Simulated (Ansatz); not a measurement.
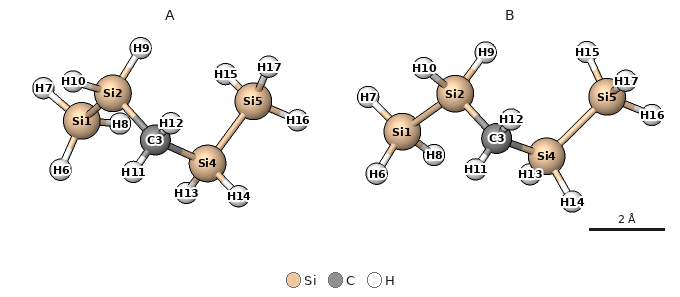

Two geometries of CH12Si4, drawn at one scale. One is the start of a relaxation, the other its converged end. The picture is a ball-and-stick view, seen at a tilt.

All numbers below come from RKS B3LYP-D4/STO-3G in Ansatz. (no spin polarisation; force threshold 0.015 eV/Å; at most 40 steps)

Q: Which one is relaxed?

A: Structure A is the relaxed one. The run prepares an end point of a later path (torsion) calculation, from a guessed geometry. Over 19 accepted moves (22 points after the start) the energy falls by 22.2 kcal/mol. Largest force component: 6.1 eV/Å at the start, 0.01 eV/Å at the end. The line search rejected the trial steps at points 5, 17, 19 of the run. The forces were under the threshold at step 6, but the run went on from there. The atom that moves furthest after the best rigid fit is H8 (1.10 Å). By element the largest moves are H 1.10 Å, Si 0.62 Å, C 0.25 Å. Among the contacts that change: C3–Si4 1.755 → 1.884 Å, Si4–H13 1.565 → 1.447 Å, Si5–H17 1.523 → 1.444 Å, Si2–H9 1.525 → 1.447 Å. Among the angles between lasting bonds that change: H13–Si4–H14 101.3° → 106.9°, H6–Si1–H7 112.3° → 107.7°, C3–Si4–H13 112.9° → 108.3°. Groups turn about Si2–C3 by about 20°. The run took 84 s on 1 thread of Arm Neoverse V2, with other jobs on the host, peak memory 0.14 GiB.

Limits of the set-up: STO-3G is a minimal basis, so the numbers are rough.
